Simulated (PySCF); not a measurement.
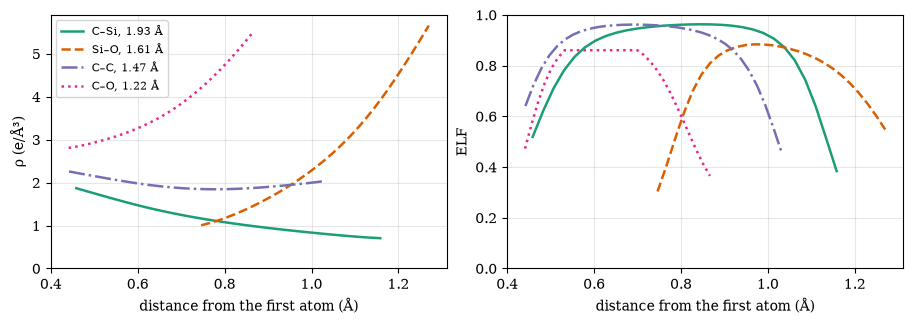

Figure 1: C2H8O3Si2. Electron density and electron localisation function along straight lines between neighbouring atoms. The curves leave out the atomic cores.

Geometry: GFN2-xTB.

Level of theory: B3LYP/def2-SVPD, SCF density, gas phase (PySCF).

```csv
atom,x (Å),y (Å),z (Å)
O,-0.1468,-0.6011,-1.3359
C,0.0943,-0.6431,-0.1450
C,-0.9431,-0.6711,0.8992
Si,-1.8128,1.0473,0.7725
O,-2.1254,1.3094,-0.7875
O,1.3398,-0.5684,0.3030
Si,2.6174,-0.3798,-0.7431
H,-1.6822,-1.4323,0.6612
H,-0.5124,-0.8650,1.8748
H,-0.9140,2.0697,1.3054
H,-3.0853,0.9641,1.4768
H,-1.6543,0.7790,-1.4408
H,2.4601,0.8791,-1.4630
H,3.6803,-0.3612,0.2515
H,2.6798,-1.5185,-1.6509
```

Question: What kind of bonding do the profiles show?

Answer: C–Si (1.93 Å): the density is about 0.87 e/Å³ at the midpoint; the ELF peaks at about 0.95 between the atoms; a shared electron pair.
Si–O (1.61 Å): ρ is about 1.2 e/Å³ halfway; the ELF peaks at about 0.90 between the atoms: a short, strongly polar bond.
C–C (1.47 Å): ρ at the midpoint is about 1.9 e/Å³; the ELF peaks at about 0.95 between the atoms: a covalent bond.
C–O (1.22 Å): the density is about 3.3 e/Å³ at the midpoint; the ELF peaks at about 0.85 between the atoms: a short, multiple covalent bond.
